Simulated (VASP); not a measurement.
# A VASP study of Titanium (r2SCAN): structure first, properties next, part 3 of 4

Wanted: the relaxed cell of Titanium and its properties. Left out of this account: 1 further run (relaxation: a spoilt try). This is not the structure that Ti takes at ambient conditions. The start is a cell from a database of measured crystal structures.

VASP 6.6.1; r2SCAN; plane waves and PAW (Ti_sv).

Still holding for the runs below: The k-mesh is coarse for a metal.

So far. Step 6 (Total and projected DOS (r2SCAN)): The finer mesh and the other smearing move the Fermi level by +0.01 eV from the 10×10×10 run, a small shift, which tests the Fermi level alone. Of the states within 0.3 eV of the Fermi level, the largest shares in the PAW spheres are Ti d 63 % and Ti p 6 %. The rest lies in smaller channels or between the spheres. Step 7 (Volume scan with r2SCAN): The pressure here is 7.62 GPa.

### 8. Volume scan with r2SCAN (run 2)

INCAR reads:

```
SYSTEM = Ti
PREC = Accurate
ENCUT = 400
EDIFF = 1E-06
NELM = 100
ISMEAR = 1
SIGMA = 0.2
LREAL = .FALSE.
ALGO = Normal
METAGGA = R2SCAN
LASPH = .TRUE.
NBANDS = 12
LORBIT = 11
LWAVE = .FALSE.
LCHARG = .FALSE.
KPAR = 2
ISIF = 2
```

POSCAR reads:

```
Ti
1.0
   -1.6037535148      1.6037535148      1.6037535148
    1.6037535148     -1.6037535148      1.6037535148
    1.6037535148      1.6037535148     -1.6037535148
Ti
1
Direct
    0.0000000000      0.0000000000      0.0000000000
```

KPOINTS reads:

```
Automatic mesh
0
Gamma
10 10 10
0 0 0
```

The projector-augmented-wave data sets are Ti_sv (PBE family, release 64).

Run with:

```console
$ mpirun -np 2 vasp_std
```

The log of the run:

```text
[... set-up lines as in an earlier step ...]
 entering main loop
       N       E                     dE             d eps       ncg     rms          rms(c)
DAV:   1     0.709170659747E+02    0.70917E+02   -0.57691E+03  1144   0.105E+03
DAV:   2    -0.131647665635E+02   -0.84082E+02   -0.81758E+02  1148   0.275E+02
DAV:   3    -0.169843855163E+02   -0.38196E+01   -0.37566E+01  1468   0.610E+01
DAV:   4    -0.170697841937E+02   -0.85399E-01   -0.85308E-01  1244   0.836E+00
DAV:   5    -0.170716539209E+02   -0.18697E-02   -0.18696E-02  1312   0.115E+00    0.106E+01
DAV:   6    -0.127602183973E+02    0.43114E+01   -0.48159E+00  1292   0.359E+01    0.168E+00
DAV:   7    -0.127790106609E+02   -0.18792E-01   -0.95774E-02  1212   0.290E+00    0.108E+00
DAV:   8    -0.127961266658E+02   -0.17116E-01   -0.59861E-02  1556   0.253E+00    0.480E-01
DAV:   9    -0.127953484362E+02    0.77823E-03   -0.24180E-02  1216   0.234E+00    0.329E-01
DAV:  10    -0.127935835933E+02    0.17648E-02   -0.52976E-03  1184   0.116E+00    0.384E-02
DAV:  11    -0.127935908916E+02   -0.72983E-05   -0.60521E-05  1328   0.932E-02    0.900E-03
DAV:  12    -0.127935919220E+02   -0.10304E-05   -0.67913E-06  1244   0.236E-02    0.440E-03
DAV:  13    -0.127935914512E+02    0.47079E-06   -0.73253E-07   860   0.121E-02
   1 F= -.12793591E+02 E0= -.12794907E+02  d E =0.394596E-02
```

Elapsed: 8.2 s, on 2 MPI ranks of Intel Xeon 6975P-C (Granite Rapids), shared host; peak memory 0.21 GiB.

OUTCAR, selected parts (step 8):

```text
   ENCUT  =  400.0 eV  29.40 Ry    5.42 a.u.   4.53  4.53  4.53*2*pi/ulx,y,z

   NELECT =      12.0000    total number of electrons

 E-fermi :   8.6705

 k-point     1 :       0.0000    0.0000    0.0000
  band No.  band energies     occupation
      1     -50.1195      2.00000
      2     -24.8668      2.00000
      3     -24.8668      2.00000
      4     -24.8668      2.00000
      5       2.2616      2.00000
      6       9.8663     -0.00000
      7       9.8663     -0.00000
      8       9.8663     -0.00000
      9      11.7585     -0.00000
     10      11.7585     -0.00000
    ...

  Total        0.5035442      0.5035442      0.5035442      0.0000000     -0.0000000      0.0000000
  in kB       48.8962250     48.8962250     48.8962250      0.0000000     -0.0000000      0.0000000
  external PRESSURE =      48.8962250 kB  Pullay stress =       0.0000000 kB

 POSITION                                       TOTAL-FORCE (eV/Angst)
 -----------------------------------------------------------------------------------
      0.00000      0.00000      0.00000         0.000000     -0.000000      0.000000
 -----------------------------------------------------------------------------------
    total drift:                                0.000000      0.000000      0.000000

  FREE ENERGIE OF THE ION-ELECTRON SYSTEM (eV)
  ---------------------------------------------------
  free  energy   TOTEN  =       -12.7935914512 eV

  energy  without entropy=      -12.7975374080  energy(sigma->0) =      -12.79490677

[... 5 parts as in an earlier step ...]

[... 11 further parts left out ...]
```

This step gave:

```yaml
free_energy_toten: -12.79 eV
energy_at_zero_smearing: -12.79 eV
fermi_energy: 8.671 eV
pressure: 4.890 GPa
```

The pressure falls from 7.62 to 4.89 GPa.

The run ends at a pressure of 4.89 GPa.

### 9. Volume scan with r2SCAN (run 3)

INCAR is that of step 8.

POSCAR reads:

```
Ti
1.0
   -1.6148142334      1.6148142334      1.6148142334
    1.6148142334     -1.6148142334      1.6148142334
    1.6148142334      1.6148142334     -1.6148142334
Ti
1
Direct
    0.0000000000      0.0000000000      0.0000000000
```

KPOINTS is that of step 8.

Run with:

```console
$ mpirun -np 2 vasp_std
```

The log of the run:

```text
[... set-up lines as in an earlier step ...]
 entering main loop
       N       E                     dE             d eps       ncg     rms          rms(c)
DAV:   1     0.697666904301E+02    0.69767E+02   -0.58924E+03  1144   0.105E+03
DAV:   2    -0.132843472278E+02   -0.83051E+02   -0.80748E+02  1172   0.280E+02
DAV:   3    -0.170210288715E+02   -0.37367E+01   -0.36961E+01  1452   0.620E+01
DAV:   4    -0.171039417655E+02   -0.82913E-01   -0.82810E-01  1280   0.835E+00
[...]
DAV:  10    -0.128031224018E+02    0.12772E-02   -0.36765E-03  1204   0.960E-01    0.332E-02
DAV:  11    -0.128031352551E+02   -0.12853E-04   -0.57365E-05  1356   0.832E-02    0.666E-03
DAV:  12    -0.128031352014E+02    0.53748E-07   -0.48470E-06  1260   0.187E-02
   1 F= -.12803135E+02 E0= -.12804212E+02  d E =0.323154E-02
```

The job ended after 7.8 s (2 MPI ranks; peak memory 0.22 GiB; 15 s of CPU time).

OUTCAR, selected parts (step 9):

```text
  Total        0.2520858      0.2520858      0.2520858     -0.0000000     -0.0000000      0.0000000
  in kB       23.9790104     23.9790104     23.9790104     -0.0000000     -0.0000000      0.0000000
  external PRESSURE =      23.9790104 kB  Pullay stress =       0.0000000 kB

  FREE ENERGIE OF THE ION-ELECTRON SYSTEM (eV)
  ---------------------------------------------------
  free  energy   TOTEN  =       -12.8031352014 eV

  energy  without entropy=      -12.8063667388  energy(sigma->0) =      -12.80421238

[... 2 parts as in an earlier step ...]

[... 2 further parts left out ...]
[key lines of the parts left out:]
E-fermi :   8.4431
```

The pressure falls from 4.89 to 2.40 GPa.

The run ends at a pressure of 2.40 GPa.

### 10. Volume scan with r2SCAN (run 4)

INCAR is that of step 9.

POSCAR reads:

```
Ti
1.0
   -1.6257254714      1.6257254714      1.6257254714
    1.6257254714     -1.6257254714      1.6257254714
    1.6257254714      1.6257254714     -1.6257254714
Ti
1
Direct
    0.0000000000      0.0000000000      0.0000000000
```

KPOINTS is that of step 9.

Run with:

```console
$ mpirun -np 2 vasp_std
```

The log of the run:

```text
[... set-up lines as in an earlier step ...]
 entering main loop
       N       E                     dE             d eps       ncg     rms          rms(c)
[... 13 cycles as in an earlier step ...]
   1 F= -.12807332E+02 E0= -.12808214E+02  d E =0.264529E-02
```

Wall time 7.8 s (2 MPI ranks); peak memory 0.21 GiB.

OUTCAR, selected parts (step 10):

```text
[... 6 parts as in an earlier step ...]

[... 1 further part left out ...]
[key lines of the parts left out:]
E-fermi :   8.2251
```

The pressure falls from 2.40 to 0.04 GPa.

The run ends at a pressure of 0.04 GPa.

### 11. Volume scan with r2SCAN (run 5)

INCAR is that of step 10.

POSCAR reads:

```
Ti
1.0
   -1.6364921790      1.6364921790      1.6364921790
    1.6364921790     -1.6364921790      1.6364921790
    1.6364921790      1.6364921790     -1.6364921790
Ti
1
Direct
    0.0000000000      0.0000000000      0.0000000000
```

KPOINTS is that of step 10.

Run with:

```console
$ mpirun -np 2 vasp_std
```

The log of the run:

```text
[... set-up lines as in an earlier step ...]
 entering main loop
       N       E                     dE             d eps       ncg     rms          rms(c)
DAV:   1     0.749197783541E+02    0.74920E+02   -0.57614E+03  1128   0.103E+03
DAV:   2    -0.130589725168E+02   -0.87979E+02   -0.85929E+02  1164   0.284E+02
DAV:   3    -0.170609706631E+02   -0.40020E+01   -0.39355E+01  1444   0.643E+01
DAV:   4    -0.171571592382E+02   -0.96189E-01   -0.96021E-01  1272   0.884E+00
[...]
DAV:  11    -0.128066433074E+02   -0.22654E-04   -0.62278E-05  1360   0.658E-02    0.287E-03
DAV:  12    -0.128066407941E+02    0.25133E-05   -0.48679E-06  1208   0.208E-02    0.174E-03
DAV:  13    -0.128066413767E+02   -0.58263E-06   -0.38946E-07   784   0.420E-03
   1 F= -.12806641E+02 E0= -.12807383E+02  d E =0.222510E-02
```

Wall time 7.2 s (2 MPI ranks); peak memory 0.22 GiB; 14 s of CPU time.

Parts of OUTCAR (step 11):

```text
  Total       -0.2304145     -0.2304145     -0.2304145      0.0000000      0.0000000     -0.0000000
  in kB      -21.0580691    -21.0580691    -21.0580691      0.0000000      0.0000000     -0.0000000
  external PRESSURE =     -21.0580691 kB  Pullay stress =       0.0000000 kB

 POSITION                                       TOTAL-FORCE (eV/Angst)
 -----------------------------------------------------------------------------------
      0.00000      0.00000      0.00000        -0.000000      0.000000      0.000000
 -----------------------------------------------------------------------------------
    total drift:                                0.000000      0.000000      0.000000

  FREE ENERGIE OF THE ION-ELECTRON SYSTEM (eV)
  ---------------------------------------------------
  free  energy   TOTEN  =       -12.8066413767 eV

  energy  without entropy=      -12.8088664731  energy(sigma->0) =      -12.80738308

[... 1 part as in an earlier step ...]

[... 2 further parts left out ...]
[key lines of the parts left out:]
E-fermi :   8.0159
```

The pressure falls from 0.04 to -2.11 GPa.

The run ends at a pressure of -2.11 GPa.

### 12. Volume scan with r2SCAN (run 6)

INCAR is that of step 11.

POSCAR reads:

```
Ti
1.0
   -1.6471190494      1.6471190494      1.6471190494
    1.6471190494     -1.6471190494      1.6471190494
    1.6471190494      1.6471190494     -1.6471190494
Ti
1
Direct
    0.0000000000      0.0000000000      0.0000000000
```

KPOINTS is that of step 11.

Run with:

```console
$ mpirun -np 2 vasp_std
```

The log of the run:

```text
[... set-up lines as in an earlier step ...]
 entering main loop
       N       E                     dE             d eps       ncg     rms          rms(c)
DAV:   1     0.722665437593E+02    0.72267E+02   -0.57952E+03  1140   0.103E+03
DAV:   2    -0.132796470821E+02   -0.85546E+02   -0.83151E+02  1152   0.275E+02
DAV:   3    -0.170811349437E+02   -0.38015E+01   -0.37566E+01  1460   0.623E+01
DAV:   4    -0.171770050669E+02   -0.95870E-01   -0.95749E-01  1280   0.891E+00
[...]
DAV:  11    -0.128013186041E+02   -0.25567E-04   -0.69524E-05  1368   0.635E-02    0.229E-03
DAV:  12    -0.128013151456E+02    0.34585E-05   -0.58799E-06  1272   0.223E-02    0.228E-03
DAV:  13    -0.128013156911E+02   -0.54549E-06   -0.59202E-07   856   0.691E-03
   1 F= -.12801316E+02 E0= -.12801971E+02  d E =0.196578E-02
```

Run time: 11 s. Hardware: 2 MPI ranks; peak memory 0.23 GiB.

Parts of OUTCAR (step 12):

```text
  Total       -0.4553547     -0.4553547     -0.4553547     -0.0000000      0.0000000     -0.0000000
  in kB      -40.8155338    -40.8155338    -40.8155338     -0.0000000      0.0000000     -0.0000000
  external PRESSURE =     -40.8155338 kB  Pullay stress =       0.0000000 kB

 POSITION                                       TOTAL-FORCE (eV/Angst)
 -----------------------------------------------------------------------------------
      0.00000      0.00000      0.00000         0.000000     -0.000000      0.000000
 -----------------------------------------------------------------------------------
    total drift:                                0.000000     -0.000000      0.000000

  FREE ENERGIE OF THE ION-ELECTRON SYSTEM (eV)
  ---------------------------------------------------
  free  energy   TOTEN  =       -12.8013156911 eV

  energy  without entropy=      -12.8032814731  energy(sigma->0) =      -12.80197095

[... 1 part as in an earlier step ...]

[... 2 further parts left out ...]
[key lines of the parts left out:]
E-fermi :   7.8154
```

The pressure falls from -2.11 to -4.08 GPa.

The run ends at a pressure of -4.08 GPa.

### 13. Volume scan with r2SCAN (run 7)

INCAR is that of step 12.

POSCAR reads:

```
Ti
1.0
   -1.6576105364      1.6576105364      1.6576105364
    1.6576105364     -1.6576105364      1.6576105364
    1.6576105364      1.6576105364     -1.6576105364
Ti
1
Direct
    0.0000000000      0.0000000000      0.0000000000
```

KPOINTS is that of step 12.

Run with:

```console
$ mpirun -np 2 vasp_std
```

The log of the run:

```text
[... set-up lines as in an earlier step ...]
 entering main loop
       N       E                     dE             d eps       ncg     rms          rms(c)
DAV:   1     0.711684027986E+02    0.71168E+02   -0.59074E+03  1140   0.103E+03
DAV:   2    -0.134151068789E+02   -0.84584E+02   -0.82544E+02  1164   0.275E+02
DAV:   3    -0.171153756482E+02   -0.37003E+01   -0.36443E+01  1520   0.614E+01
DAV:   4    -0.171936311766E+02   -0.78256E-01   -0.78166E-01  1284   0.808E+00
[...]
DAV:  11    -0.127920351379E+02   -0.28323E-04   -0.77561E-05  1328   0.670E-02    0.323E-03
DAV:  12    -0.127920306530E+02    0.44849E-05   -0.65113E-06  1292   0.238E-02    0.264E-03
DAV:  13    -0.127920310709E+02   -0.41784E-06   -0.84123E-07   908   0.902E-03
   1 F= -.12792031E+02 E0= -.12792636E+02  d E =0.181426E-02
```

It took 8.6 s on 2 MPI ranks; peak memory 0.23 GiB.

From OUTCAR (step 13):

```text
  Total       -0.6721210     -0.6721210     -0.6721210     -0.0000000      0.0000000     -0.0000000
  in kB      -59.1085847    -59.1085847    -59.1085847     -0.0000000      0.0000000     -0.0000000
  external PRESSURE =     -59.1085847 kB  Pullay stress =       0.0000000 kB

 POSITION                                       TOTAL-FORCE (eV/Angst)
 -----------------------------------------------------------------------------------
      0.00000      0.00000      0.00000         0.000000     -0.000000     -0.000000
 -----------------------------------------------------------------------------------
    total drift:                                0.000000     -0.000000      0.000000

  FREE ENERGIE OF THE ION-ELECTRON SYSTEM (eV)
  ---------------------------------------------------
  free  energy   TOTEN  =       -12.7920310709 eV

  energy  without entropy=      -12.7938453292  energy(sigma->0) =      -12.79263582

[... 1 part as in an earlier step ...]

[... 2 further parts left out ...]
[key lines of the parts left out:]
E-fermi :   7.6224
```

The pressure falls from -4.08 to -5.91 GPa.

The run ends at a pressure of -5.91 GPa.

### 14. Fit for r2SCAN

This step: Birch-Murnaghan fit, r2SCAN; plane waves and PAW (VASP 6.6.1).

Derived from the runs above.

This step gave:

```yaml
pressure_derivative_of_the_bulk_modulus: 3.335
r_m_s_error_of_the_fit: 2.72e-5 eV/atom
minimum_inside_the_sampled_range: yes
bulk_modulus: 110.8 GPa
equilibrium_volume_of_the_fit: 17.29 Å³/atom
```

The energy above the fitted minimum by volume:

| volume (Å³/atom) | energy above the fitted minimum (eV/atom) |
| --- | --- |
| 16.156 | 0.0286 |
| 16.500 | 0.0135 |
| 16.843 | 0.00423 |
| 17.187 | 2.3e-4 |
| 17.531 | 0.00106 |
| 17.875 | 0.00647 |
| 18.218 | 0.0158 |

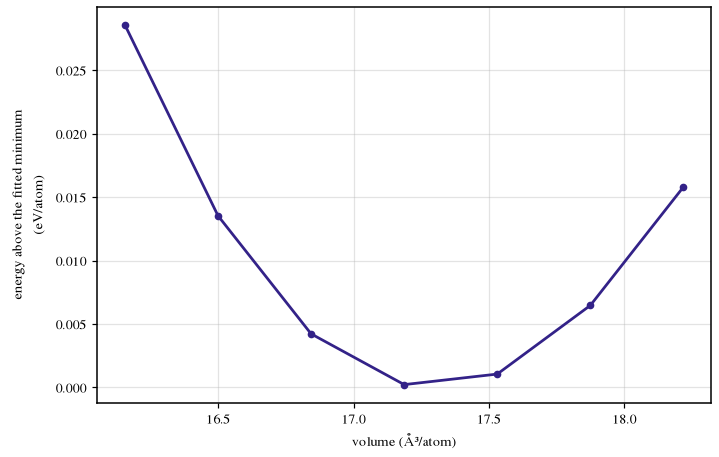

Energy above the fitted minimum against volume.

The fitted volume lies +0.62 % from the relaxed one. At a finite cutoff and mesh the minimum of the energy and the zero of the stress don't quite coincide, and the relaxation stops at a threshold.

### 15. Volume scan with r2SCAN (run 8)

This step: r2SCAN; plane waves and PAW (Ti_sv) (VASP 6.6.1).

INCAR is that of step 13.

POSCAR reads:

```
Ti
1.0
   -1.5925380884      1.5925380884      1.5925380884
    1.5925380884     -1.5925380884      1.5925380884
    1.5925380884      1.5925380884     -1.5925380884
Ti
1
Direct
    0.0000000000      0.0000000000      0.0000000000
```

KPOINTS is that of step 13.

Run with:

```console
$ mpirun -np 2 vasp_std
```

The log of the run:

```text
[... set-up lines as in an earlier step ...]
 entering main loop
       N       E                     dE             d eps       ncg     rms          rms(c)
[... 13 cycles as in an earlier step ...]
   1 F= -.12778306E+02 E0= -.12779866E+02  d E =0.468225E-02
```

The job ended after 8 s (2 MPI ranks; peak memory 0.22 GiB).

OUTCAR, selected parts (step 15):

```text
[... 6 parts as in an earlier step ...]

[... 1 further part left out ...]
[key lines of the parts left out:]
E-fermi :   8.9082
```

The pressure here is 7.62 GPa.

The run ends at a pressure of 7.62 GPa.

### 16. Volume scan with r2SCAN (run 9)

INCAR is that of step 15.

POSCAR reads:

```
Ti
1.0
   -1.6037535148      1.6037535148      1.6037535148
    1.6037535148     -1.6037535148      1.6037535148
    1.6037535148      1.6037535148     -1.6037535148
Ti
1
Direct
    0.0000000000      0.0000000000      0.0000000000
```

KPOINTS is that of step 15.

Run with:

```console
$ mpirun -np 2 vasp_std
```

The log of the run:

```text
[... set-up lines as in an earlier step ...]
 entering main loop
       N       E                     dE             d eps       ncg     rms          rms(c)
[... 13 cycles as in an earlier step ...]
   1 F= -.12793591E+02 E0= -.12794907E+02  d E =0.394596E-02
```

Elapsed: 8.2 s, on 2 MPI ranks; peak memory 0.22 GiB.

From OUTCAR (step 16):

```text
[... 6 parts as in an earlier step ...]

[... 1 further part left out ...]
[key lines of the parts left out:]
E-fermi :   8.6705
```

The pressure falls from 7.62 to 4.89 GPa.

The run ends at a pressure of 4.89 GPa.

### 17. Volume scan with r2SCAN (run 10)

INCAR is that of step 16.

POSCAR reads:

```
Ti
1.0
   -1.6148142334      1.6148142334      1.6148142334
    1.6148142334     -1.6148142334      1.6148142334
    1.6148142334      1.6148142334     -1.6148142334
Ti
1
Direct
    0.0000000000      0.0000000000      0.0000000000
```

KPOINTS is that of step 16.

Run with:

```console
$ mpirun -np 2 vasp_std
```

The log of the run:

```text
[... set-up lines as in an earlier step ...]
 entering main loop
       N       E                     dE             d eps       ncg     rms          rms(c)
[... 12 cycles as in an earlier step ...]
   1 F= -.12803135E+02 E0= -.12804212E+02  d E =0.323154E-02
```

The job ended after 7 s (2 MPI ranks; peak memory 0.21 GiB; 13 s of CPU time).

Parts of OUTCAR (step 17):

```text
[... 6 parts as in an earlier step ...]

[... 1 further part left out ...]
[key lines of the parts left out:]
E-fermi :   8.4431
```

The pressure falls from 4.89 to 2.40 GPa.

The run ends at a pressure of 2.40 GPa.

### 18. Volume scan with r2SCAN (run 11)

INCAR is that of step 17.

POSCAR reads:

```
Ti
1.0
   -1.6257254714      1.6257254714      1.6257254714
    1.6257254714     -1.6257254714      1.6257254714
    1.6257254714      1.6257254714     -1.6257254714
Ti
1
Direct
    0.0000000000      0.0000000000      0.0000000000
```

KPOINTS is that of step 17.

Run with:

```console
$ mpirun -np 2 vasp_std
```

The log of the run:

```text
[... set-up lines as in an earlier step ...]
 entering main loop
       N       E                     dE             d eps       ncg     rms          rms(c)
[... 13 cycles as in an earlier step ...]
   1 F= -.12807332E+02 E0= -.12808214E+02  d E =0.264529E-02
```

Run time: 7.8 s. Hardware: 2 MPI ranks; peak memory 0.21 GiB.

OUTCAR, selected parts (step 18):

```text
[... 6 parts as in an earlier step ...]

[... 1 further part left out ...]
[key lines of the parts left out:]
E-fermi :   8.2251
```

The pressure falls from 2.40 to 0.04 GPa.

The run ends at a pressure of 0.04 GPa.

### 19. Volume scan with r2SCAN (run 12)

INCAR is that of step 18.

POSCAR reads:

```
Ti
1.0
   -1.6364921790      1.6364921790      1.6364921790
    1.6364921790     -1.6364921790      1.6364921790
    1.6364921790      1.6364921790     -1.6364921790
Ti
1
Direct
    0.0000000000      0.0000000000      0.0000000000
```

KPOINTS is that of step 18.

Run with:

```console
$ mpirun -np 2 vasp_std
```

The log of the run:

```text
[... set-up lines as in an earlier step ...]
 entering main loop
       N       E                     dE             d eps       ncg     rms          rms(c)
[... 13 cycles as in an earlier step ...]
   1 F= -.12806641E+02 E0= -.12807383E+02  d E =0.222510E-02
```

The job ended after 7.4 s (2 MPI ranks; peak memory 0.22 GiB; 14 s of CPU time).

OUTCAR, selected parts (step 19):

```text
[... 6 parts as in an earlier step ...]

[... 1 further part left out ...]
[key lines of the parts left out:]
E-fermi :   8.0159
```

The pressure falls from 0.04 to -2.11 GPa.

The run ends at a pressure of -2.11 GPa.

### 20. Volume scan with r2SCAN (run 13)

INCAR is that of step 19.

POSCAR reads:

```
Ti
1.0
   -1.6471190494      1.6471190494      1.6471190494
    1.6471190494     -1.6471190494      1.6471190494
    1.6471190494      1.6471190494     -1.6471190494
Ti
1
Direct
    0.0000000000      0.0000000000      0.0000000000
```

KPOINTS is that of step 19.

Run with:

```console
$ mpirun -np 2 vasp_std
```

The log of the run:

```text
[... set-up lines as in an earlier step ...]
 entering main loop
       N       E                     dE             d eps       ncg     rms          rms(c)
[... 13 cycles as in an earlier step ...]
   1 F= -.12801316E+02 E0= -.12801971E+02  d E =0.196578E-02
```

It took 8.6 s on 2 MPI ranks; peak memory 0.23 GiB.

Parts of OUTCAR (step 20):

```text
[... 6 parts as in an earlier step ...]

[... 1 further part left out ...]
[key lines of the parts left out:]
E-fermi :   7.8154
```

The pressure falls from -2.11 to -4.08 GPa.

The run ends at a pressure of -4.08 GPa.

[end of part 3 of 4]

[Lines on the potential files, build, host, timing and source positions are cut from VASP's logs without a mark.]

[Logs are printed without paths, hosts, clocks, repeated set-up lines and the standing remarks that a program may print on its own settings, such as how far it seeks lower states.]

[Hosts, paths, dates, database ids (printed as entryN), source tags and the programs' standing remarks are cut or masked in the printed files.]

[A measured line is paired with the nearest computed mode of its activity, which favours agreement.]
